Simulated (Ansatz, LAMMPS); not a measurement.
# Glassy Na2MgSi3O8 (112 atoms): atom by atom

The starting structure: 112 atoms (8 Mg, 16 Na, 64 O, 24 Si) placed at random at 2.58 g/cm³, melted at 4500 K for 20 ps at fixed volume with the Morse and Coulomb pair potential with partial charges (Pedone, Malavasi, Menziani, Cormack and Segre, J. Phys. Chem. B 110, 11780 (2006)). Quenched from 4500 K to 300 K at 10 K/ps and fixed volume, held 20 ps at zero pressure.

This is step 2 of a relaxation. Method: Kohn-Sham DFT, PBE, PAW (set soft_2), plane waves (Ansatz 0.2.0); cutoff 420 eV, Γ point, fixed occupations; density 2.67 g/cm³.

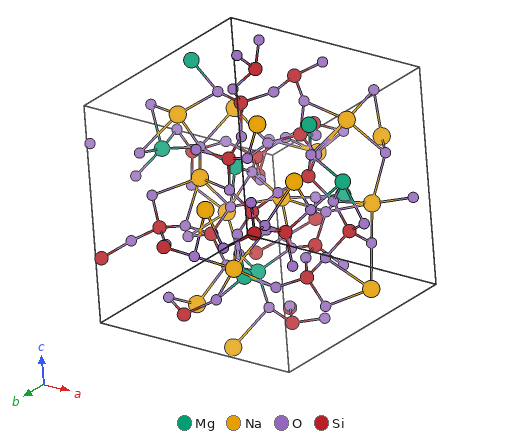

The structure (magnesium teal, sodium orange, oxygen purple, silicon red). Bonds to atoms that aren't drawn are left out. Some periodic images of atoms are drawn too.

Cell vectors (Å):

```
11.203 0.000 0.000
0.000 11.203 0.000
0.000 0.000 11.203
```

Positions (Å):

```
1 Mg 5.576 7.165 2.023
2 Mg 6.344 0.379 4.344
3 Mg 4.455 0.255 6.794
4 Mg 2.667 8.962 8.685
5 Mg 7.885 8.940 3.515
6 Mg 5.404 7.018 7.591
7 Mg 10.343 5.236 6.542
8 Mg 0.966 4.276 10.961
9 Na 10.352 2.109 8.296
10 Na 2.889 6.626 6.292
11 Na 5.349 10.498 1.900
12 Na 7.785 6.678 6.401
13 Na 11.146 7.836 9.976
14 Na 1.199 0.116 6.018
15 Na 9.473 2.669 0.448
16 Na 1.733 6.495 9.239
17 Na 7.394 1.012 8.026
18 Na 6.767 9.519 6.577
19 Na 0.435 3.452 2.782
20 Na 7.824 11.078 0.471
21 Na 9.953 2.709 4.990
22 Na 5.034 6.277 10.227
23 Na 3.149 0.085 3.492
24 Na 3.494 5.384 1.229
25 O 5.878 0.633 10.509
26 O 2.096 0.599 10.768
27 O 1.302 7.568 2.866
28 O 2.905 4.554 4.818
29 O 0.870 7.781 5.393
30 O 3.072 3.590 7.215
31 O 10.434 0.251 4.410
32 O 4.154 2.283 9.242
33 O 0.641 4.050 6.182
34 O 7.395 2.447 4.413
35 O 9.047 9.631 8.809
36 O 3.670 7.375 8.363
37 O 3.233 8.377 4.601
38 O 1.214 9.964 4.008
39 O 6.026 5.250 8.238
40 O 6.906 9.359 10.185
41 O 8.133 8.612 1.600
42 O 8.983 4.957 5.241
43 O 9.071 0.890 9.904
44 O 9.572 2.509 2.780
45 O 3.230 9.978 1.557
46 O 9.916 9.817 11.148
47 O 9.457 0.848 6.734
48 O 7.119 7.885 8.065
49 O 7.933 5.412 2.820
50 O 0.598 2.562 0.489
51 O 8.756 7.401 4.319
52 O 0.166 11.175 9.275
53 O 10.311 9.584 6.165
54 O 7.658 0.636 2.577
55 O 0.660 0.351 1.951
56 O 1.564 2.128 8.738
57 O 6.090 5.540 0.927
58 O 5.841 8.725 3.305
59 O 5.024 1.291 2.959
60 O 5.520 4.179 5.125
61 O 10.138 7.025 7.105
62 O 4.608 6.278 3.621
63 O 1.180 5.418 1.351
64 O 4.907 10.240 5.181
65 O 2.474 4.336 9.707
66 O 6.610 3.080 9.657
67 O 1.934 8.641 10.672
68 O 2.052 2.043 5.243
69 O 10.514 7.470 1.124
70 O 4.373 3.859 2.808
71 O 4.148 7.621 0.684
72 O 8.064 10.431 5.070
73 O 4.283 9.704 10.347
74 O 8.599 5.044 0.317
75 O 7.231 3.210 7.083
76 O 0.904 8.498 7.871
77 O 10.504 5.798 3.187
78 O 8.757 7.212 9.939
79 O 8.536 4.715 8.990
80 O 10.836 5.449 10.023
81 O 2.626 10.975 8.080
82 O 5.562 1.612 6.049
83 O 7.266 3.180 1.767
84 O 2.713 1.934 1.887
85 O 5.468 7.653 5.793
86 O 4.775 2.625 0.539
87 O 10.237 9.623 2.563
88 O 5.709 10.671 8.192
89 Si 6.415 2.949 5.687
90 Si 4.314 2.405 2.095
91 Si 5.601 10.283 9.762
92 Si 0.305 6.544 2.095
93 Si 4.368 4.792 4.116
94 Si 4.852 8.475 4.595
95 Si 9.680 8.861 1.260
96 Si 2.109 3.477 5.822
97 Si 2.867 3.194 8.758
98 Si 1.680 0.519 9.147
99 Si 1.693 8.411 4.178
100 Si 3.252 8.988 0.276
101 Si 7.939 8.483 9.274
102 Si 1.523 1.309 0.946
103 Si 11.059 8.252 6.699
104 Si 5.403 2.199 10.332
105 Si 7.377 4.771 1.422
106 Si 9.492 10.896 5.660
107 Si 8.999 5.944 3.922
108 Si 9.868 10.733 9.676
109 Si 0.000 10.779 3.163
110 Si 9.259 5.671 10.162
111 Si 7.107 4.141 8.476
112 Si 7.982 2.138 2.880
```

Q: Give the force on every atom.

Columns: atom, fx, fy, fz (forces in eV/Å).

```
1 -0.389 -0.137 -0.120
2 -0.240 0.546 0.148
3 -0.131 -0.614 0.517
4 -0.236 0.187 0.280
5 0.458 -0.057 0.390
6 -0.484 0.010 0.606
7 0.832 0.135 -0.397
8 -0.125 0.356 -0.012
9 0.193 0.085 0.137
10 -0.219 -0.041 -0.049
11 -0.100 -0.016 -0.428
12 0.480 -0.106 -0.622
13 -0.376 0.872 0.249
14 -0.116 0.066 0.207
15 0.060 -0.286 -0.038
16 0.751 -0.458 -0.253
17 0.410 0.051 0.068
18 -0.181 -0.234 0.149
19 0.006 0.247 -0.064
20 0.184 0.081 0.131
21 -0.164 -0.137 0.210
22 -0.109 0.106 -0.170
23 -0.125 -0.071 0.004
24 -0.077 0.326 0.192
25 0.308 -1.063 0.038
26 0.190 -0.265 -0.027
27 0.550 0.032 -0.237
28 -0.362 0.772 0.315
29 -0.703 -0.529 1.288
30 0.038 0.466 -0.814
31 0.455 1.130 -0.419
32 0.581 -0.043 0.036
33 -1.246 0.683 0.330
34 -0.289 -0.021 1.269
35 0.141 -0.621 -0.928
36 0.496 -0.387 -0.426
37 -0.421 -0.206 -0.312
38 0.328 1.151 -0.256
39 -0.555 1.095 -0.099
40 -0.515 0.283 1.230
41 -0.366 0.439 -0.343
42 0.139 -0.094 -0.104
43 -0.423 0.332 0.114
44 -0.761 -0.063 0.136
45 -0.048 -0.102 -0.224
46 0.353 0.466 -0.737
47 -0.054 0.823 0.412
48 -0.429 0.200 -0.253
49 -0.798 0.143 -0.255
50 -0.410 -0.121 0.270
51 -1.187 3.193 0.967
52 -0.314 -0.850 -1.265
53 0.199 0.044 0.201
54 -1.142 -2.133 -0.158
55 0.029 0.659 -0.067
56 -0.476 -0.588 -0.391
57 -0.916 0.497 -0.121
58 0.188 -0.403 -0.340
59 0.239 -0.716 0.389
60 0.269 0.442 0.528
61 -0.721 -0.730 0.180
62 0.098 0.495 -0.508
63 -0.007 -0.207 -0.339
64 0.094 -0.662 -0.386
65 -0.536 2.602 2.275
66 0.230 -0.494 0.564
67 -0.643 -0.380 -1.730
68 0.007 -2.346 -0.934
69 0.839 -0.594 -0.524
70 -0.484 -0.593 -1.524
71 0.052 -0.152 -0.014
72 -1.186 -0.348 -0.819
73 -0.922 -0.146 -0.716
74 0.566 -0.621 -0.021
75 1.199 0.806 0.796
76 0.670 0.275 1.064
77 0.707 -0.277 -0.286
78 0.240 0.530 0.590
79 1.045 -0.324 -1.052
80 0.232 0.004 -0.120
81 0.316 -0.507 -0.394
82 0.645 -0.103 -0.553
83 -0.310 -0.558 -0.638
84 0.277 0.306 0.402
85 0.680 -0.611 0.760
86 0.345 0.768 0.109
87 0.341 0.844 1.056
88 -0.655 -0.219 0.028
89 -0.833 -0.706 -1.129
90 -0.482 -0.747 -0.080
91 1.436 2.377 -1.468
92 -0.824 -0.130 0.657
93 0.523 -0.234 0.821
94 0.659 2.729 0.782
95 -0.920 -0.370 -0.370
96 0.630 0.881 1.315
97 0.218 -2.263 -1.397
98 0.554 1.547 2.244
99 -1.002 -0.147 -1.093
100 1.173 -0.721 3.311
101 0.615 -0.490 -0.761
102 0.498 0.365 -1.510
103 1.167 -0.457 -0.736
104 -1.117 -0.509 -0.965
105 1.207 0.682 0.905
106 -0.318 -0.374 -0.143
107 1.197 -2.777 -0.781
108 -0.344 0.014 2.198
109 0.058 -2.021 0.404
110 -1.245 -0.659 0.109
111 -1.496 -0.454 -0.141
112 2.131 2.153 -0.315
```

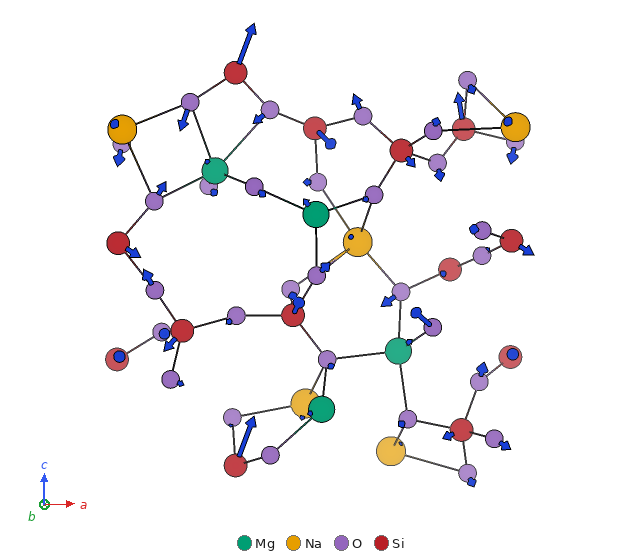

The forces as arrows, the longest 3.59 eV/Å. Drawn is a slice 4 Å thick, seen along the normal of the ac plane. Bonds to atoms that aren't drawn are left out.

The quench rate of 10 K/ps is many orders above laboratory rates, so the cell is likely richer in defects and strain than a real sample. The network of bonds at the start is that of the classical potential that made the cell. Only the Γ point is sampled, in a cell whose shortest periodic width is 11 Å.

The r.m.s. force component is 0.782 eV/Å; the longest force, 3.59 eV/Å, acts on Si100. The energy lies 51.7 meV/atom below that of the first step of this run.

[Logs are printed without paths, hosts, clocks, repeated set-up lines and the standing remarks that a program may print on its own settings, such as how far it seeks lower states.]

[Hosts, paths, dates, database ids (printed as entryN), source tags and the programs' standing remarks are cut or masked in the printed files.]
